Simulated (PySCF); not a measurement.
## A study: Cl$_{5}$Ta, SMILES `Cl[Ta](Cl)(Cl)(Cl)Cl`

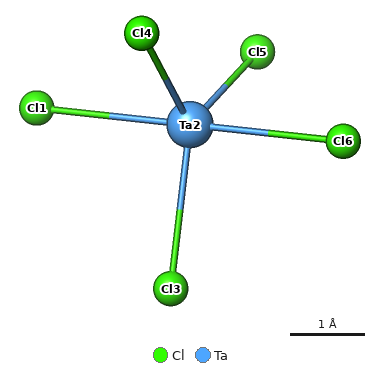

The molecule, with its atoms numbered as below. No frequency check shows the geometry to be a minimum.

Coordinates in Å:

```
Cl1      2.3099    0.0015   -0.0006
Ta2     -0.0000    0.0000    0.0001
Cl3      0.0020   -2.1820   -0.5821
Cl4     -0.0020    1.5952   -1.5985
Cl5      0.0000    0.5868    2.1808
Cl6     -2.3099   -0.0017    0.0002
```

### 1. Bonding charge

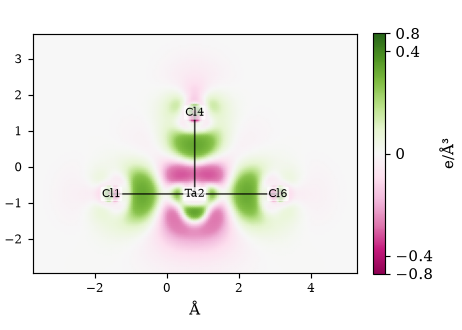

Deformation density (molecule less spherical, spin-averaged free atoms) in the plane of Cl1, Ta2, Cl4 and Cl6; colour scale in e/Å³, logarithmic beyond ±0.1; green: gain, pink: loss.

Level of theory: PBE/def2-TZVP (PySCF), at a geometry from GFN2-xTB. Core potentials replace the inner electrons of Ta; spin–orbit coupling isn't included. This is a single-reference result, which may miss multireference character in this system.

> Describe the bonding that the map shows.

Ta2–Cl4: +0.12 e/Å³ at the bond critical point (bond length 2.26 Å, Mayer order 1.2). Cl1–Ta2 and Ta2–Cl6: +0.10 e/Å³ at the bond critical point (bond length 2.31 Å, Mayer order 1.2). In all, 1.1 electrons gather in the regions of gain relative to the promolecule. A small or negative value marks a very polar bond, one between electron-rich atoms, whose free-atom densities already overlap strongly, a long bond to a heavier atom, or a closed-shell contact such as a hydrogen bond.

### 2. Local ionisation energy

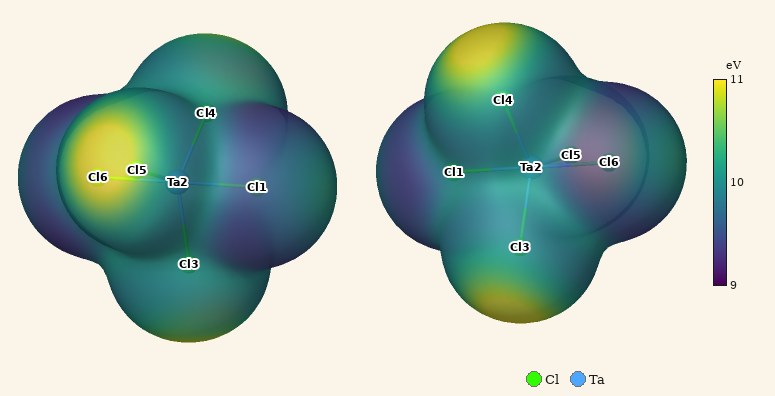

Average local ionisation energy on the surface of electron density 0.001 a.u. (back view left, front view right).

> Locate the minima of the map.

The lowest value is 9.3 eV, 2.1 Å from Cl6, and at like points elsewhere. For comparison, the highest occupied orbital lies at −7.8 eV.

> What volume does the surface enclose, and what is the dipole moment?

About 178 Å³; the dipole moment is 0.0 D.

### 3. In an electric field

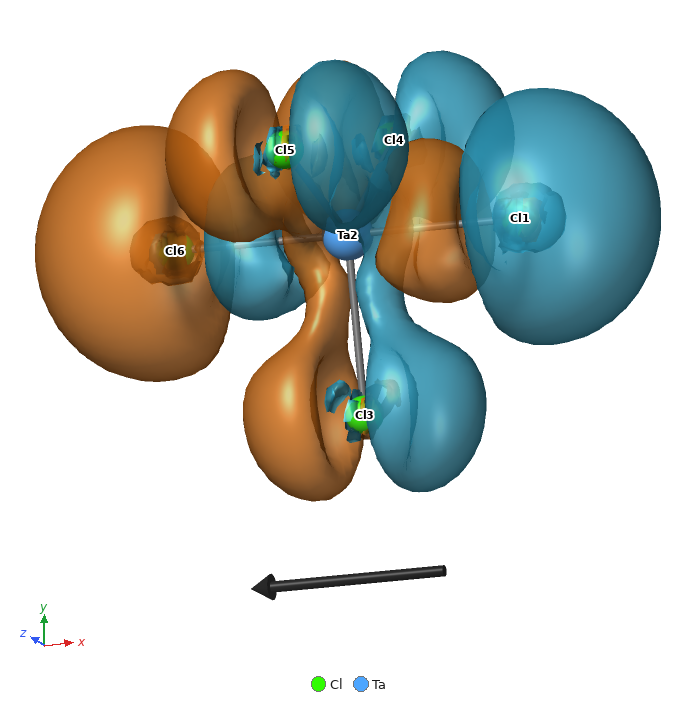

Change of the electron density in a uniform field of 0.21 V/Å along −x (arrow), surfaces at ±0.001 e/Å³ (light blue: gain, orange: loss).

Method: PBE/def2-TZVP; geometry: GFN2-xTB; program: PySCF. Core potentials replace the inner electrons of Ta; spin–orbit coupling isn't included. This is a single-reference result, which may miss multireference character in this system. A basis without diffuse functions makes polarisabilities too small.

The field was applied in both directions; the picture shows the one opposite to the script's first.

> What dipole is induced, and what polarisability does it imply?

The induced dipole is 1.27 D (along the field); α along this axis, from the fields in both directions, is 124 bohr³ (18.4 Å³).
